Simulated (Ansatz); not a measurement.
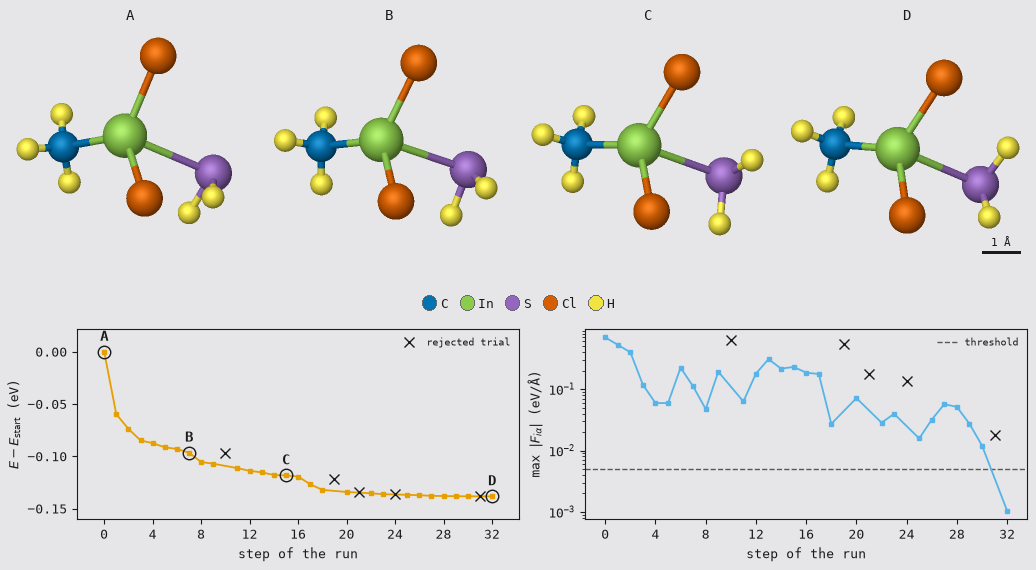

Frames of a relaxation of CH$_{5}$Cl$_{2}$InS, marked on the history of the run. The picture is a ball-and-stick view, seen from a free direction.

The start comes from PBE-D4/def2-SVP.

All numbers below come from RKS PBE0-D4/def2-TZVP in Ansatz.

The input:
```yaml
crystal:
  periodic: [false, false, false]
  atoms:
    - {symbol: C, position_ang: [-1.705391, -0.266454, 0.568148]}
    - {symbol: In, position_ang: [-0.155925, 0.226008, -0.853433]}
    - {symbol: S, position_ang: [2.287124, -0.755455, 0.231733]}
    - {symbol: Cl, position_ang: [0.064695, -0.727256, -3.021594]}
    - {symbol: Cl, position_ang: [0.965595, 2.371660, -0.780123]}
    - {symbol: H, position_ang: [-2.060688, -1.295623, 0.375471]}
    - {symbol: H, position_ang: [-1.297610, -0.183145, 1.592843]}
    - {symbol: H, position_ang: [-2.537542, 0.451360, 0.439629]}
    - {symbol: H, position_ang: [1.965129, -0.433007, 1.517417]}
    - {symbol: H, position_ang: [2.557614, 0.560711, -0.067191]}
basis:
  gaussian: {orbitals: def2-TZVP}
hamiltonian: {xc: pbe0, dispersion: d4}
relax: {f_tol: 0.005, max_steps: 150}
```

Run as
```bash
ansatz run in.yaml --threads 4 --pin off --events-out ev --progress --plain --max-ram 11315MiB
```

Q: What happens along the run?

A: Over 27 accepted moves (32 points after the start) the energy falls by 0.138 eV. The largest force component goes from 0.7 to 0.001 eV/Å. The line search rejected the trial steps at points 10, 19, 21, 24, 31 of the run. H10 moves most after the best rigid fit: 1.65 Å. By element the largest moves are H 1.65 Å, Cl 0.63 Å, S 0.46 Å, In 0.38 Å, C 0.15 Å. Among the contacts that change: In2–Cl5 2.422 → 2.357 Å, In2–S3 2.848 → 2.802 Å, S3–H10 1.377 → 1.346 Å, C1–In2 2.160 → 2.130 Å. Bond angles that change, for instance: In2–S3–H10 75.9° → 87.6°, S3–In2–Cl5 84.1° → 90.8°, In2–S3–H9 94.3° → 87.6°. Groups turn about In2–S3 by about 95°. From step 0 to 7: H10 moves most (0.46 Å), energy −0.096 eV. From step 7 to 15: H10 moves most (0.79 Å), energy −0.022 eV. From step 15 to 32: H9 moves most (0.62 Å), energy −0.020 eV.

| step | E − E(0), eV | largest force component, eV/Å | note |
| --- | --- | --- | --- |
| 0 | 0.0000 | 0.6983 |  |
| 1 | -0.0596 | 0.5288 |  |
| 2 | -0.0736 | 0.3992 |  |
| 3 | -0.0847 | 0.1178 |  |
| 4 | -0.0873 | 0.0594 |  |
| 5 | -0.0912 | 0.0595 |  |
| 6 | -0.0928 | 0.2243 |  |
| 7 | -0.0964 | 0.1107 |  |
| 8 | -0.1054 | 0.0473 |  |
| 9 | -0.1069 | 0.1928 |  |
| 10 | -0.0966 | 0.6407 | rejected |
| 11 | -0.1112 | 0.0630 |  |
| 12 | -0.1138 | 0.1799 |  |
| 13 | -0.1152 | 0.3089 |  |
| 15 | -0.1182 | 0.2307 |  |
| 16 | -0.1192 | 0.1861 |  |
| 17 | -0.1265 | 0.1769 |  |
| 18 | -0.1320 | 0.0272 |  |
| 19 | -0.1214 | 0.5404 | rejected |
| 20 | -0.1340 | 0.0715 |  |
| 22 | -0.1352 | 0.0285 |  |
| 23 | -0.1361 | 0.0396 |  |
| 24 | -0.1360 | 0.1349 | rejected |
| 25 | -0.1367 | 0.0157 |  |
| 26 | -0.1371 | 0.0320 |  |
| 27 | -0.1376 | 0.0570 |  |
| 29 | -0.1380 | 0.0273 |  |
| 30 | -0.1381 | 0.0120 |  |
| 31 | -0.1380 | 0.0182 | rejected |
| 32 | -0.1382 | 0.0010 |  |
